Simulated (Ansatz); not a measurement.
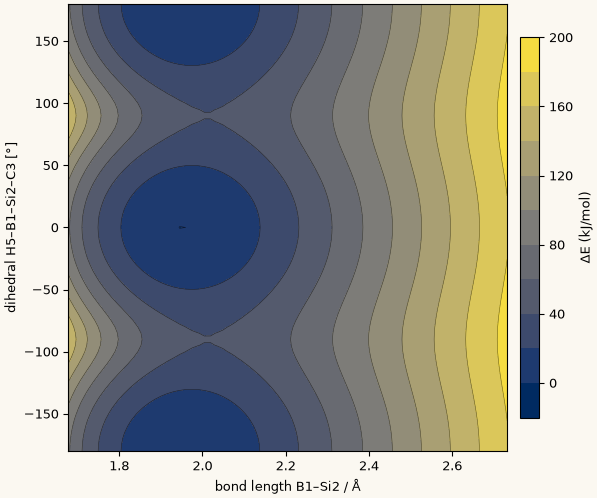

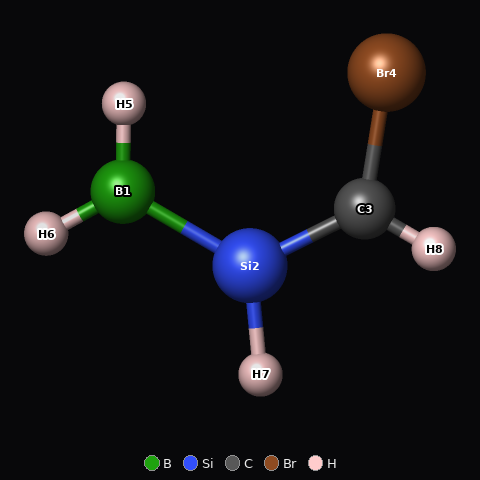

Energy landscape of CH₄BBrSi, SMILES B[SiH]=CBr. 
- First axis: bond length B1–Si2. Second axis: dihedral H5–B1–Si2–C3.
- Nothing is relaxed (all other coordinates rigid).
- Grid: 11 × 12 points; 90 points were computed and 42 follow by symmetry.
- All energies are given in kJ/mol relative to the relaxed molecule at the same level.
- Method: RKS r2SCAN-D4/def2-TZVP (Ansatz).

The picture shows filled contours. Between grid points the surface is interpolated. The second picture is the structure at the lowest point.

> What does the map say about the system?

The lowest grid point is at bond length B1–Si2 = 1.995 Å, dihedral H5–B1–Si2–C3 = 0°, 1.3 kJ/mol from the relaxed molecule at the same level; the map holds 2 wells of about this depth. The highest grid point, bond length B1–Si2 = 2.732 Å, dihedral H5–B1–Si2–C3 = −90°, lies 185 kJ/mol above the lowest. On the interpolated surface the easiest way out of the lowest well to a well of about the same depth near bond length B1–Si2 = 1.995 Å, dihedral H5–B1–Si2–C3 = −180° passes a barrier of about 40 kJ/mol, counted from the interpolated bottom of the well. Round the minimum the two coordinates are nearly uncoupled.

The values on the grid:

```csv
"dihedral H5–B1–Si2–C3 ↓, bond length B1–Si2 →",1.678,1.784,1.889,1.995,2.100,2.205,2.311,2.416,2.522,2.627,2.732
150,94,36,12,9,20,39,64,92,122,151,181
120,125,63,34,27,35,51,74,100,128,156,184
90,155,86,52,40,45,59,80,104,131,159,186
60,125,63,34,27,34,51,74,100,127,156,184
30,94,36,12,9,19,39,64,92,121,151,180
0,82,26,3,1,13,34,60,89,119,149,179
−30,94,36,12,9,19,39,64,92,121,151,180
−60,125,63,34,27,34,51,74,100,127,156,184
−90,155,86,52,40,45,59,80,104,131,159,186
−120,125,63,34,27,35,51,74,100,128,156,184
−150,94,36,12,9,20,39,64,92,122,151,181
−180,82,26,3,1,13,34,60,89,119,149,179
```

The input of one point:

```yaml
crystal:
  periodic: [false, false, false]
  atoms:
    - { symbol: B, position_ang: [-0.740928, 1.514192, -0.265288] }
    - { symbol: Si, position_ang: [0.484837, 0.142579, 0.506852] }
    - { symbol: C, position_ang: [0.483655, -1.532353, 0.014242] }
    - { symbol: Br, position_ang: [-0.634186, -2.295039, -1.280266] }
    - { symbol: H, position_ang: [-1.520045, 1.190309, -1.106931] }
    - { symbol: H, position_ang: [-0.704587, 2.648146, 0.102149] }
    - { symbol: H, position_ang: [1.503579, 0.39159, 1.555644] }
    - { symbol: H, position_ang: [1.150561, -2.278978, 0.433846] }
basis:
  gaussian: { orbitals: def2-TZVP }
hamiltonian:
  xc: r2scan
  dispersion: d4
output:
  forces: true
```

Each point was launched as `ansatz run input.yaml --threads 1 --pin off --max-ram 2560MiB --backend cpu --events-out ev --progress --plain --runs-dir out`. The whole map (90 points run) took 35 min on 1 thread of Arm Neoverse N1, with other jobs on the host.
